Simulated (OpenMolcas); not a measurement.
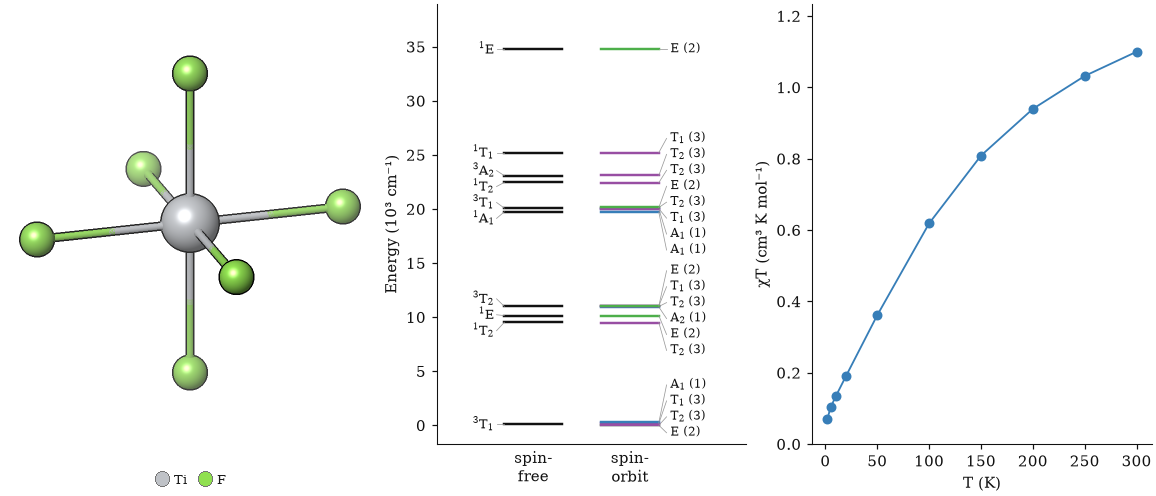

Ti²⁺ (3d²) as a dopant in NaF, a cluster with its 6 nearest F⁻ at 2.221 Å (octahedron) embedded in model potentials and point charges; the geometry was set, not optimised, and its levels and susceptibility. Labels give the representation in O, Td, D4 or D3 as the site allows (double group for half-integer spin) where it could be assigned and, in brackets, the degeneracy; spin-free states, where drawn, share the zero of the spin-orbit levels. Computed with OpenMolcas: state-averaged SS-CASPT2, IPEA shift 0.25, imaginary shift 0.1 hartree, closed shells 3s 3p correlated, active space 2 electrons in the shell 3d, basis ANO-RCC-VDZP on all atoms, DKH2 scalar Hamiltonian, spin-orbit coupling by RASSI with atomic mean-field integrals. Powder susceptibility by Van Vleck's formula.

Question: Describe the ground state and the low levels.

Answer: The ground level is E, doubly degenerate, 100 % from states of spin multiplicity 3. Its principal g values are all close to zero. The next level lies at 2.7 cm⁻¹ (T₂). The lowest spin-free state is ³T₁, from the free-ion F term; of the same spin there follow at 10,900 cm⁻¹ (³T₂), 20,000 cm⁻¹ (³T₁) and 23,000 cm⁻¹ (³A₂) above it. A ligand-field fit to the spin-free states gives |10Dq| = 12,400 cm⁻¹, B = 687 and C = 2,690 cm⁻¹ (rms misfit 300 cm⁻¹). χT is 0.0716 cm³ K mol⁻¹ at 2 K and 1.10 at 300 K, an effective moment of 2.97 μB.

Known limits: the geometry is set by hand, with no relaxation and no charge compensation.
